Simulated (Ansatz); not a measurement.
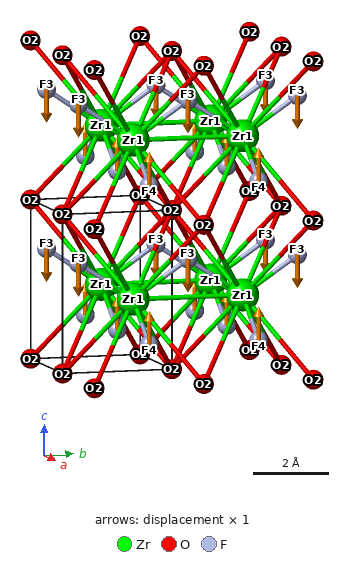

This is a relaxation of crystalline ZrOF₂ (a generated structure, set up in P-4m2) (coarse preliminary run). The starting structure is drawn; orange arrows show the displacements (the part carried along by the change of the cell is left out), at their true length.

A ball-and-stick model of the cell of the calculation, repeated 2 × 2 × 2 with one cell outlined, seen slightly off an axis.

All numbers below come from DFT PBE, scalar-relativistic, plane waves, PAW (Ansatz 0.2.0). Set-up: plane-wave cutoff 420 eV; k-point mesh 6 × 6 × 4; occupations gaussian; smearing width 0.1 eV; no spin polarisation; cell and atoms relaxed; force threshold 0.04 eV/Å; at most 70 steps.

What happened in the run?

Answer. The largest moves relative to the cell, 0.90 Å, are those of F3 and F4. F4 goes along +c. Zr and O stay in place. The drawn cell changes as follows: a = b 3.045 → 3.986 Å (+30.9 %), c 4.289 → 3.801 Å (−11.4 %); the volume changes by +51.8 %. Some distances before and after: Zr1–Zr1 3.045 → 3.986 Å, Zr1–O2 3.039 → 3.400 Å, Zr1–F3 1.834 → 1.993 Å. Bond angles that change, for instance: Zr1–F3–Zr1 112.3° → 180.0°, F3–Zr1–F3 112.3° → 180.0°, F3–Zr1–F4 108.1° → 90.0°. The space group (tolerance 0.01 Å) goes from P-4m2 (No. 115) to P4/mmm (No. 123). After 13 accepted moves (16 points after the start) the energy has fallen by 1803 meV per atom. Largest force component: 0.079 eV/Å at the start, 0.00077 eV/Å at the end. The pressure goes from 98.65 to 0.11 GPa. The SCF was repeated 3 times at an unchanged geometry on a basis and grid sized afresh for the cell, which shifted the energy by 242 meV per atom at most.
